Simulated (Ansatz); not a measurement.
C2H3Al (charge −1, doublet)

Input

```
crystal:
  periodic: [false, false, false]
  atoms:
    - {symbol: C, position_ang: [-0.177741, -0.119259, 0.014867]}
    - {symbol: C, position_ang: [-0.726389, -1.221134, -0.022315]}
    - {symbol: Al, position_ang: [0.765852, 1.625407, -0.046039]}
    - {symbol: H, position_ang: [1.785453, 1.753247, 1.216625]}
    - {symbol: H, position_ang: [-1.200112, -2.182416, -0.062731]}
    - {symbol: H, position_ang: [-0.313893, 2.842846, -0.093098]}
basis:
  gaussian:
    orbitals: def2-TZVPD
total_charge: -1
magnetization:
  spin_polarized: true
  initial_magnetization: 1
hamiltonian:
  xc: pbe0
output: {forces: true, orbitals: {seedname: orbitals}}
```

Run with:

```sh
ansatz run input.yaml --threads 2 --pin off --max-ram 4350MiB --events-out events.jsonl --progress --plain --runs-dir runs
```

Geometry: B3LYP-D3(BJ)/def2-SVPD; the highest occupied orbital lies above zero, a sign that basis and functional describe the outermost electron poorly.

The calculation used Ansatz 0.2.0, isolated molecule in a Gaussian basis; Kohn-Sham density functional theory, functional PBE0.

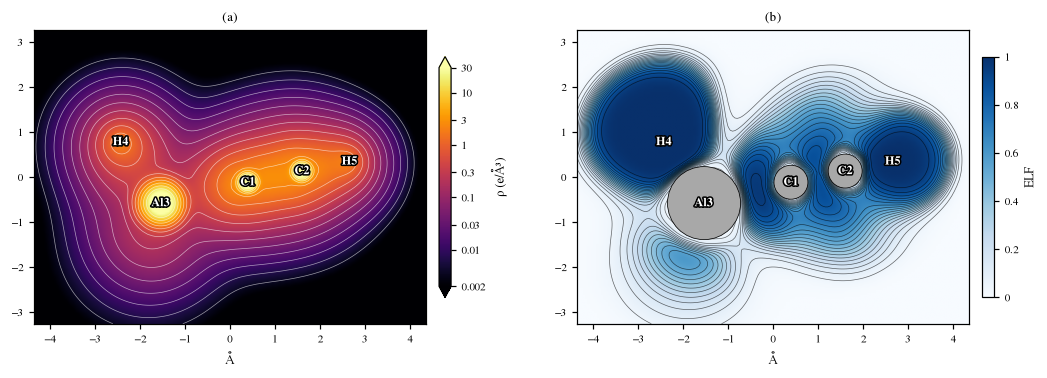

Figure 1. (a) electron density; (b) electron localisation function on the plane of atoms C1, Al3 and H4. Grey discs cover the atomic cores in the ELF map.

> What does the map show?

Atoms in the plane: C, Al and H. C–C (1.23 Å): ρ is about 2.8 e/Å³ halfway; the ELF peaks at about 0.85 between the atoms: a multiple bond. C–Al (1.98 Å): ρ at the midpoint is about 0.62 e/Å³; the ELF peaks at about 0.95 between the atoms, as expected for a shared but strongly polarised pair. C–H (1.07 Å): the density is about 2 e/Å³ at the midpoint; the ELF climbs to about 1 towards the hydrogen, as it does in any bond to H (an ordinary covalent bond to hydrogen). Al–H (1.63 Å): the density is about 0.48 e/Å³ at the midpoint; the ELF climbs to about 1 towards the hydrogen.

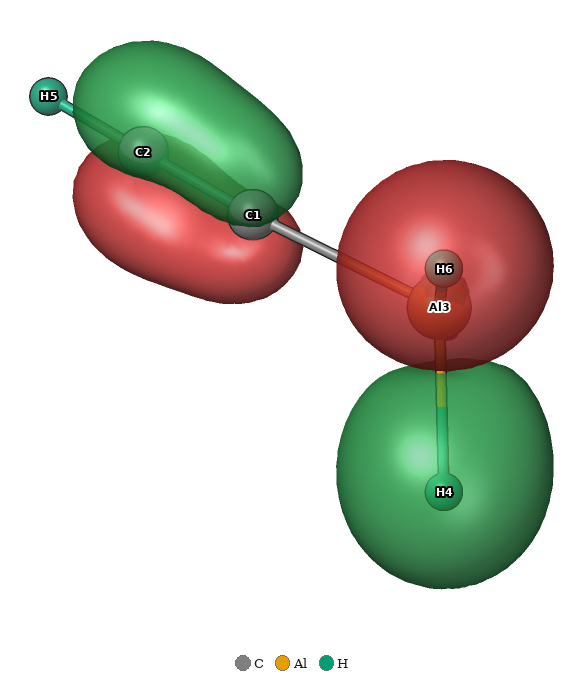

Figure 2. The HOMO−1 (α) at ±0.15 Å⁻³ᐟ² (green and red are the two phases), seen at an oblique angle.

> Where does this orbital lie, and at what energy?

By Hirshfeld shares it lies mainly on Al3 (about 25 %), H4 (about 25 %), H6 (about 25 %), C2 (about 15 %) and C1 (about 10 %). Its energy is −2.73 eV.

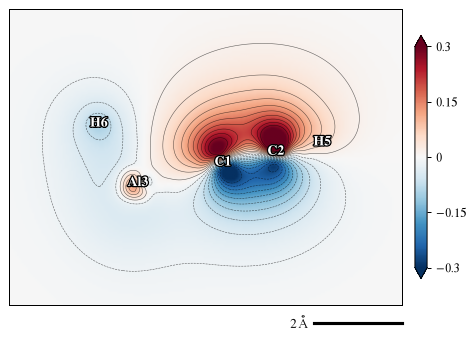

Figure 3. The HOMO−1 (β) on the plane of atoms C1, Al3 and H6 (values in Å⁻³ᐟ²; the overall sign is arbitrary).

> Where does this orbital lie, and at what energy?

By Hirshfeld shares it lies mainly on C2 (about 45 %) and C1 (about 45 %); π-bonding across C2–C1. Its energy is −3.28 eV.
